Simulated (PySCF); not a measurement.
# CH₇ClGeSi: NMR shifts at several levels of theory, part 2 of 2

PySCF 2.14.0. Atoms count from 0. Earlier steps stand in the parts before.

### Step 9. Nuclear shieldings: KT2/pcSseg-2

The job: settings as JSON, then the geometry in Å.

```
{"job": {"kind": "nmr", "xc": "KT2", "basis": "pcSseg-2", "pop": false}, "charge": 0, "multiplicity": 1}
Si    -0.152821     0.170938    -0.732061
Ge     1.801593     0.049375     0.623487
C      3.234229     1.034921    -0.309503
Cl     3.298672     0.526609    -2.023620
H     -0.379587     1.591026    -1.140223
H     -0.000917    -0.679093    -1.948441
H     -1.340997    -0.300180     0.044365
H      2.266999    -1.404321     0.828773
H      1.590784     0.700042     2.008405
H      4.218848     0.842114     0.137931
H      3.044960     2.116852    -0.286410
```

Method: GIAO KT2/pcSseg-2 NMR shielding, non-relativistic, gas phase.

Log:

```text
coarse grid: 42632 points
cycle   1  E = -2884.2643792410  dE = -6.971e-01  |g| = 6.437e-01  |ddm| = 2.263e+00
cycle   2  E = -2884.2369255974  dE =  2.745e-02  |g| = 7.382e-01  |ddm| = 6.776e-01
cycle   3  E = -2884.2928391210  dE = -5.591e-02  |g| = 1.589e-01  |ddm| = 4.563e-01
cycle   4  E = -2884.2958026903  dE = -2.964e-03  |g| = 5.198e-02  |ddm| = 1.171e-01
cycle   5  E = -2884.2964262874  dE = -6.236e-04  |g| = 1.436e-02  |ddm| = 5.166e-02
cycle   6  E = -2884.2964776601  dE = -5.137e-05  |g| = 1.972e-03  |ddm| = 1.135e-02
cycle   7  E = -2884.2964786423  dE = -9.822e-07  |g| = 6.095e-04  |ddm| = 2.389e-03
final grid: 85528 points
cycle   8  E = -2884.2965038390  dE =  2.132e-08  |g| = 8.357e-04  |ddm| = 2.499e-03
cycle   9  E = -2884.2965036472  dE =  1.918e-07  |g| = 1.190e-03  |ddm| = 1.949e-03
cycle  10  E = -2884.2965040202  dE = -3.730e-07  |g| = 8.353e-05  |ddm| = 1.159e-03
cycle  11  E = -2884.2965040220  dE = -1.750e-09  |g| = 2.356e-05  |ddm| = 7.550e-05
cycle  12  E = -2884.2965040221  dE = -1.423e-10  |g| = 3.787e-06  |ddm| = 2.124e-05
converged SCF energy = -2884.2965040221

GIAO shielding tensors (ppm)
atom      isotropic    diamagn.    paramagn.     s11        s22        s33       span
  0 Si     458.891     882.998    -424.106    450.828    458.688    467.159     16.331
  1 Ge    1547.118    2763.298   -1216.179   1447.822   1524.649   1668.884    221.062
  2 C      147.372     238.496     -91.125    118.541    137.407    186.167     67.626
  3 Cl     866.625    1147.081    -280.456    751.974    782.428   1065.474    313.500
  4 H       27.516      28.955      -1.439     24.104     25.628     32.817      8.713
  5 H       27.211      28.715      -1.504     23.451     26.102     32.081      8.629
  6 H       27.548      29.192      -1.643     24.240     24.995     33.410      9.170
  7 H       27.008      29.488      -2.480     21.153     22.357     37.514     16.362
  8 H       26.820      29.694      -2.875     20.395     21.748     38.316     17.921
  9 H       27.622      25.914       1.708     21.178     27.236     34.453     13.275
 10 H       27.903      27.671       0.232     21.914     27.392     34.401     12.487
```

It took 33 s on 1 thread, shared host.

Key values: δ C2 34.9, Si0 -107.9, Ge1 -216, Cl3 76, H7 4.26, H4 3.75 ppm (means over like atoms).

### Step 10. Nuclear shieldings: KT3/pcSseg-2

Same as in step 9 but for these lines:

```diff
@@ -1,2 +1,2 @@
-{"job": {"kind": "nmr", "xc": "KT2", "basis": "pcSseg-2", "pop": false}, "charge": 0, "multiplicity": 1}
+{"job": {"kind": "nmr", "xc": "KT3", "basis": "pcSseg-2", "pop": false}, "charge": 0, "multiplicity": 1}
 Si    -0.152821     0.170938    -0.732061
```

Method: GIAO KT3/pcSseg-2 NMR shielding, non-relativistic, gas phase.

Log:

```text
coarse grid: 42632 points
cycle   1  E = -2883.1364986801  dE = -7.204e-01  |g| = 6.132e-01  |ddm| = 2.300e+00
cycle   2  E = -2883.1132858978  dE =  2.321e-02  |g| = 6.706e-01  |ddm| = 7.278e-01
cycle   3  E = -2883.1653447086  dE = -5.206e-02  |g| = 1.624e-01  |ddm| = 4.721e-01
cycle   4  E = -2883.1684359823  dE = -3.091e-03  |g| = 5.080e-02  |ddm| = 1.107e-01
cycle   5  E = -2883.1690147632  dE = -5.788e-04  |g| = 1.403e-02  |ddm| = 5.129e-02
cycle   6  E = -2883.1690638227  dE = -4.906e-05  |g| = 2.313e-03  |ddm| = 1.096e-02
cycle   7  E = -2883.1690650941  dE = -1.271e-06  |g| = 6.970e-04  |ddm| = 2.580e-03
final grid: 85528 points
cycle   8  E = -2883.1691068565  dE =  3.177e-08  |g| = 9.565e-04  |ddm| = 3.024e-03
cycle   9  E = -2883.1691066137  dE =  2.427e-07  |g| = 1.334e-03  |ddm| = 2.249e-03
cycle  10  E = -2883.1691070989  dE = -4.851e-07  |g| = 1.279e-04  |ddm| = 1.324e-03
cycle  11  E = -2883.1691071026  dE = -3.723e-09  |g| = 2.557e-05  |ddm| = 1.002e-04
cycle  12  E = -2883.1691071028  dE = -1.614e-10  |g| = 4.786e-06  |ddm| = 2.457e-05
converged SCF energy = -2883.1691071028

GIAO shielding tensors (ppm)
atom      isotropic    diamagn.    paramagn.     s11        s22        s33       span
  0 Si     458.684     882.095    -423.412    451.300    457.987    466.765     15.465
  1 Ge    1541.805    2763.135   -1221.330   1451.158   1520.298   1653.960    202.802
  2 C      145.789     236.186     -90.397    117.407    135.832    184.128     66.722
  3 Cl     868.208    1147.011    -278.803    752.763    779.667   1072.194    319.431
  4 H       27.804      29.410      -1.606     24.475     25.985     32.952      8.477
  5 H       27.520      29.106      -1.586     23.837     26.465     32.257      8.421
  6 H       27.843      29.576      -1.733     24.602     25.338     33.588      8.986
  7 H       27.358      30.193      -2.835     21.555     22.761     37.757     16.202
  8 H       27.193      30.389      -3.196     20.880     22.153     38.548     17.668
  9 H       27.860      25.345       2.515     21.513     27.433     34.633     13.121
 10 H       28.127      27.437       0.689     22.246     27.574     34.561     12.315
```

Wall time 33 s (1 thread, shared host).

In short: δ C2 35.5, Si0 -100.4, Ge1 -207, Cl3 69, H7 4.08, H4 3.63 ppm (means over like atoms).

### Step 11. Nuclear shieldings: B97-D/pcSseg-2

Same as in step 10 but for these lines:

```diff
@@ -1,2 +1,2 @@
-{"job": {"kind": "nmr", "xc": "KT3", "basis": "pcSseg-2", "pop": false}, "charge": 0, "multiplicity": 1}
+{"job": {"kind": "nmr", "xc": "B97-D", "basis": "pcSseg-2", "pop": false}, "charge": 0, "multiplicity": 1}
 Si    -0.152821     0.170938    -0.732061
```

Level: GIAO B97-D/pcSseg-2 NMR shielding, non-relativistic, gas phase.

Log:

```text
coarse grid: 42632 points
cycle   1  E = -2870.0914018971  dE = -7.276e-01  |g| = 8.726e-01  |ddm| = 2.328e+00
cycle   2  E = -2870.0437038342  dE =  4.770e-02  |g| = 1.069e+00  |ddm| = 7.298e-01
cycle   3  E = -2870.1336029660  dE = -8.990e-02  |g| = 1.752e-01  |ddm| = 4.991e-01
cycle   4  E = -2870.1365357597  dE = -2.933e-03  |g| = 6.195e-02  |ddm| = 1.283e-01
cycle   5  E = -2870.1374434490  dE = -9.077e-04  |g| = 1.516e-02  |ddm| = 5.525e-02
cycle   6  E = -2870.1374990416  dE = -5.559e-05  |g| = 2.828e-03  |ddm| = 1.293e-02
cycle   7  E = -2870.1375010571  dE = -2.015e-06  |g| = 6.572e-04  |ddm| = 3.018e-03
final grid: 85528 points
cycle   8  E = -2870.1375831800  dE = -1.030e-07  |g| = 9.799e-04  |ddm| = 3.341e-03
cycle   9  E = -2870.1375829082  dE =  2.718e-07  |g| = 1.418e-03  |ddm| = 2.227e-03
cycle  10  E = -2870.1375834192  dE = -5.110e-07  |g| = 1.931e-04  |ddm| = 1.297e-03
cycle  11  E = -2870.1375834287  dE = -9.475e-09  |g| = 3.230e-05  |ddm| = 1.586e-04
cycle  12  E = -2870.1375834289  dE = -2.556e-10  |g| = 7.346e-06  |ddm| = 3.537e-05
converged SCF energy = -2870.1375834289

GIAO shielding tensors (ppm)
atom      isotropic    diamagn.    paramagn.     s11        s22        s33       span
  0 Si     437.170     880.870    -443.699    428.425    435.812    447.275     18.850
  1 Ge    1480.424    2760.908   -1280.483   1384.354   1459.123   1597.797    213.443
  2 C      141.438     237.930     -96.492    111.543    131.829    180.943     69.400
  3 Cl     855.037    1146.357    -291.320    735.088    763.358   1066.665    331.577
  4 H       27.761      29.534      -1.773     24.483     25.981     32.819      8.335
  5 H       27.471      29.218      -1.747     23.847     26.455     32.111      8.264
  6 H       27.794      29.651      -1.857     24.609     25.333     33.440      8.832
  7 H       27.239      29.786      -2.547     21.428     22.661     37.628     16.200
  8 H       27.065      30.008      -2.943     20.740     22.037     38.419     17.679
  9 H       27.873      25.549       2.324     21.623     27.561     34.435     12.812
 10 H       28.144      27.670       0.475     22.333     27.690     34.410     12.077
```

Wall time 34 s (1 thread, shared host).

Key values: δ C2 37.6, Si0 -100.6, Ge1 -216, Cl3 72, H7 4.24, H4 3.72 ppm (means over like atoms).

### Step 12. Shielding tensors: B3LYP/pcSseg-2

Same as in step 11 but for these lines:

```diff
@@ -1,2 +1,2 @@
-{"job": {"kind": "nmr", "xc": "B97-D", "basis": "pcSseg-2", "pop": false}, "charge": 0, "multiplicity": 1}
+{"job": {"kind": "nmr", "xc": "B3LYP", "basis": "pcSseg-2", "pop": false}, "charge": 0, "multiplicity": 1}
 Si    -0.152821     0.170938    -0.732061
```

With the program's defaults for keys left out, this is: GIAO B3LYP/pcSseg-2 NMR shielding, non-relativistic, gas phase.

Log:

```text
coarse grid: 42632 points
cycle   1  E = -2869.1384923093  dE = -7.259e-01  |g| = 1.076e+00  |ddm| = 2.298e+00
cycle   2  E = -2869.1007457702  dE =  3.775e-02  |g| = 1.258e+00  |ddm| = 6.495e-01
cycle   3  E = -2869.1947208310  dE = -9.398e-02  |g| = 1.156e-01  |ddm| = 4.006e-01
cycle   4  E = -2869.1956912568  dE = -9.704e-04  |g| = 1.983e-02  |ddm| = 5.819e-02
cycle   5  E = -2869.1957658587  dE = -7.460e-05  |g| = 4.222e-03  |ddm| = 2.072e-02
cycle   6  E = -2869.1957685615  dE = -2.703e-06  |g| = 1.827e-03  |ddm| = 4.603e-03
final grid: 85528 points
cycle   7  E = -2869.1957839045  dE =  1.268e-06  |g| = 2.935e-03  |ddm| = 3.888e-03
cycle   8  E = -2869.1957800758  dE =  3.829e-06  |g| = 4.887e-03  |ddm| = 5.414e-03
cycle   9  E = -2869.1957860888  dE = -6.013e-06  |g| = 1.908e-04  |ddm| = 3.381e-03
cycle  10  E = -2869.1957860979  dE = -9.126e-09  |g| = 2.821e-05  |ddm| = 1.705e-04
cycle  11  E = -2869.1957860980  dE = -1.064e-10  |g| = 3.699e-06  |ddm| = 1.849e-05
converged SCF energy = -2869.1957860980

GIAO shielding tensors (ppm)
atom      isotropic    diamagn.    paramagn.     s11        s22        s33       span
  0 Si     428.198     879.305    -451.107    420.210    427.199    437.184     16.974
  1 Ge    1504.631    2757.690   -1253.058   1412.892   1482.003   1618.998    206.106
  2 C      144.123     236.037     -91.913    115.236    133.636    183.498     68.262
  3 Cl     867.893    1145.551    -277.658    752.701    778.769   1072.207    319.506
  4 H       27.763      29.204      -1.441     24.404     25.964     32.920      8.515
  5 H       27.480      28.905      -1.425     23.773     26.441     32.225      8.452
  6 H       27.802      29.319      -1.517     24.531     25.294     33.580      9.050
  7 H       27.329      29.600      -2.271     21.416     22.662     37.909     16.493
  8 H       27.204      29.826      -2.622     20.819     22.079     38.715     17.896
  9 H       28.003      26.171       1.832     21.711     27.558     34.742     13.031
 10 H       28.277      27.860       0.417     22.429     27.693     34.709     12.280
```

It took 29 s on 1 thread, shared host.

In short: δ C2 35.1, Si0 -103.6, Ge1 -212, Cl3 59, H7 4.12, H4 3.71 ppm (means over like atoms).

### Step 13. Nuclear shieldings: PBE0/pcSseg-2

Same as in step 12 but for these lines:

```diff
@@ -1,2 +1,2 @@
-{"job": {"kind": "nmr", "xc": "B3LYP", "basis": "pcSseg-2", "pop": false}, "charge": 0, "multiplicity": 1}
+{"job": {"kind": "nmr", "xc": "PBE0", "basis": "pcSseg-2", "pop": false}, "charge": 0, "multiplicity": 1}
 Si    -0.152821     0.170938    -0.732061
```

Level: GIAO PBE0/pcSseg-2 NMR shielding, non-relativistic, gas phase.

Log:

```text
coarse grid: 42632 points
cycle   1  E = -2868.4601449607  dE = -7.346e-01  |g| = 1.008e+00  |ddm| = 2.301e+00
cycle   2  E = -2868.4360641309  dE =  2.408e-02  |g| = 1.116e+00  |ddm| = 5.830e-01
cycle   3  E = -2868.5080509901  dE = -7.199e-02  |g| = 1.065e-01  |ddm| = 3.472e-01
cycle   4  E = -2868.5088292675  dE = -7.783e-04  |g| = 1.676e-02  |ddm| = 4.765e-02
cycle   5  E = -2868.5088860565  dE = -5.679e-05  |g| = 4.193e-03  |ddm| = 1.617e-02
cycle   6  E = -2868.5088894000  dE = -3.343e-06  |g| = 2.046e-03  |ddm| = 4.013e-03
final grid: 85528 points
cycle   7  E = -2868.5088999559  dE =  1.201e-06  |g| = 3.020e-03  |ddm| = 3.891e-03
cycle   8  E = -2868.5088968065  dE =  3.149e-06  |g| = 4.660e-03  |ddm| = 5.237e-03
cycle   9  E = -2868.5089021896  dE = -5.383e-06  |g| = 1.114e-04  |ddm| = 3.173e-03
cycle  10  E = -2868.5089021926  dE = -3.003e-09  |g| = 1.899e-05  |ddm| = 9.624e-05
cycle  11  E = -2868.5089021927  dE = -4.457e-11  |g| = 3.214e-06  |ddm| = 1.029e-05
converged SCF energy = -2868.5089021927

GIAO shielding tensors (ppm)
atom      isotropic    diamagn.    paramagn.     s11        s22        s33       span
  0 Si     446.204     879.809    -433.605    439.864    446.096    452.653     12.789
  1 Ge    1547.745    2758.779   -1211.034   1459.249   1522.286   1661.700    202.450
  2 C      151.367     237.105     -85.737    123.943    140.266    189.891     65.948
  3 Cl     887.613    1145.075    -257.462    779.144    807.567   1076.129    296.984
  4 H       27.581      29.085      -1.505     24.106     25.725     32.911      8.805
  5 H       27.311      28.777      -1.466     23.498     26.198     32.236      8.737
  6 H       27.622      29.208      -1.586     24.234     25.038     33.592      9.357
  7 H       27.141      29.697      -2.556     21.150     22.396     37.879     16.729
  8 H       27.040      29.924      -2.884     20.573     21.841     38.705     18.132
  9 H       27.925      25.504       2.421     21.489     27.286     35.001     13.512
 10 H       28.175      27.434       0.741     22.215     27.408     34.903     12.688
```

Run time: 28 s. Hardware: 1 thread, shared host.

In short: δ C2 32.8, Si0 -104.9, Ge1 -210, Cl3 53, H7 4.15, H4 3.74 ppm (means over like atoms).

### Step 14. Nuclear shieldings: mPW1PW91/pcSseg-2

Same as in step 13 but for these lines:

```diff
@@ -1,2 +1,2 @@
-{"job": {"kind": "nmr", "xc": "PBE0", "basis": "pcSseg-2", "pop": false}, "charge": 0, "multiplicity": 1}
+{"job": {"kind": "nmr", "xc": "mPW1PW91", "basis": "pcSseg-2", "pop": false}, "charge": 0, "multiplicity": 1}
 Si    -0.152821     0.170938    -0.732061
```

Level: GIAO mPW1PW91/pcSseg-2 NMR shielding, non-relativistic, gas phase.

Log:

```text
coarse grid: 42632 points
cycle   1  E = -2869.2469283007  dE = -7.336e-01  |g| = 9.928e-01  |ddm| = 2.296e+00
cycle   2  E = -2869.2235666593  dE =  2.336e-02  |g| = 1.101e+00  |ddm| = 5.844e-01
cycle   3  E = -2869.2940252694  dE = -7.046e-02  |g| = 1.058e-01  |ddm| = 3.455e-01
cycle   4  E = -2869.2947880727  dE = -7.628e-04  |g| = 1.715e-02  |ddm| = 4.742e-02
cycle   5  E = -2869.2948474441  dE = -5.937e-05  |g| = 3.985e-03  |ddm| = 1.643e-02
cycle   6  E = -2869.2948503143  dE = -2.870e-06  |g| = 2.039e-03  |ddm| = 3.878e-03
final grid: 85528 points
cycle   7  E = -2869.2948680212  dE =  1.186e-06  |g| = 3.007e-03  |ddm| = 3.948e-03
cycle   8  E = -2869.2948649107  dE =  3.111e-06  |g| = 4.634e-03  |ddm| = 5.188e-03
cycle   9  E = -2869.2948702424  dE = -5.332e-06  |g| = 1.147e-04  |ddm| = 3.143e-03
cycle  10  E = -2869.2948702456  dE = -3.213e-09  |g| = 1.805e-05  |ddm| = 9.812e-05
cycle  11  E = -2869.2948702456  dE = -3.411e-11  |g| = 3.399e-06  |ddm| = 1.172e-05
converged SCF energy = -2869.2948702456

GIAO shielding tensors (ppm)
atom      isotropic    diamagn.    paramagn.     s11        s22        s33       span
  0 Si     443.248     879.959    -436.711    436.841    442.932    449.970     13.130
  1 Ge    1539.736    2759.103   -1219.367   1451.269   1515.364   1652.576    201.307
  2 C      150.329     237.294     -86.965    122.709    139.330    188.948     66.239
  3 Cl     885.712    1145.323    -259.611    775.780    804.869   1076.486    300.706
  4 H       27.640      29.195      -1.555     24.181     25.803     32.936      8.754
  5 H       27.374      28.871      -1.497     23.581     26.273     32.267      8.685
  6 H       27.683      29.325      -1.642     24.314     25.116     33.619      9.305
  7 H       27.196      29.746      -2.550     21.212     22.462     37.915     16.703
  8 H       27.098      29.979      -2.881     20.644     21.904     38.747     18.103
  9 H       27.982      25.433       2.549     21.579     27.348     35.018     13.439
 10 H       28.225      27.428       0.798     22.298     27.461     34.916     12.618
```

Run time: 28 s. Hardware: 1 thread, shared host.

In short: δ C2 33.2, Si0 -103.2, Ge1 -209, Cl3 52, H7 4.15, H4 3.73 ppm (means over like atoms).

### Step 15. Run by run: NMR shifts

Shifts (ppm), means over like atoms, with basis size and wall time:

```csv
run,C2,H7,H4,H9,Si0,Ge1,Cl3,functions,time
HF/pcSseg-2,26.3,3.78,3.57,2.90,-91.6,-181,-13,283,18 s
LDA/pcSseg-2,36.4,4.54,3.94,3.44,-118.3,-236,94,283,27 s
PBE/pcSseg-2,35.9,4.28,3.80,3.36,-109.4,-223,81,283,33 s
BLYP/pcSseg-2,37.8,4.22,3.76,3.39,-106.8,-221,82,283,33 s
BP86/pcSseg-2,36.4,4.31,3.81,3.36,-107.1,-222,78,283,33 s
OPBE/pcSseg-2,34.8,4.22,3.75,3.31,-101.6,-213,69,283,33 s
KT2/pcSseg-2,34.9,4.26,3.75,3.41,-107.9,-216,76,283,33 s
KT3/pcSseg-2,35.5,4.08,3.63,3.36,-100.4,-207,69,283,33 s
B97-D/pcSseg-2,37.6,4.24,3.72,3.39,-100.6,-216,72,283,34 s
B3LYP/pcSseg-2,35.1,4.12,3.71,3.25,-103.6,-212,59,283,29 s
PBE0/pcSseg-2,32.8,4.15,3.74,3.19,-104.9,-210,53,283,28 s
mPW1PW91/pcSseg-2,33.2,4.15,3.73,3.19,-103.2,-209,52,283,28 s
```

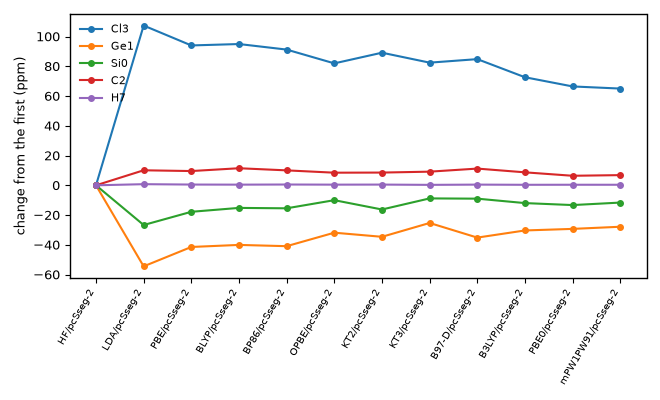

How five of the tabulated atoms move from run to run.

### Step 16. Summary of results

What follows sums up all 2 parts.

| quantity | value |
| --- | --- |
| point group | C1 |
| rotational constants (main isotopes) | 3.23, 1.69, 1.19 GHz |
| 13C shifts against TMS (HF/pcSseg-2) | 26.3 ppm |
| 1H shifts against TMS (HF/pcSseg-2, means over atoms taken as alike) | 3.78, 3.57, 2.90 ppm |
| 29Si shifts against TMS (HF/pcSseg-2) | -91.6 ppm |
| 73Ge shifts against GeMe4 (HF/pcSseg-2) | -181 ppm |
| 35Cl shifts against HCl (HF/pcSseg-2) | -13 ppm |
| range of the shift of Cl3 | -13 to 94 ppm |

In words: Single values in the summary come from the first run of each kind that ended normally (HF/pcSseg-2), which need not be the best level. The optimisation took 9 steps and gained 0.138 eV; among the close pairs (by a distance rule), Si0–Ge1 changed most, from 2.346 to 2.382 Å. No frequency check was run at this level, so the end point may be a saddle. At HF/pcSseg-2: The widest tensor belongs to Cl3: span 227 ppm, with a paramagnetic part of -187 ppm. In ppm, Cl3 moves most: its shift spreads over 107 ppm, from -13 (HF/pcSseg-2) to 94 (LDA/pcSseg-2). Spin-orbit coupling is left out, which matters for shieldings and couplings at and beside the heavy atoms.
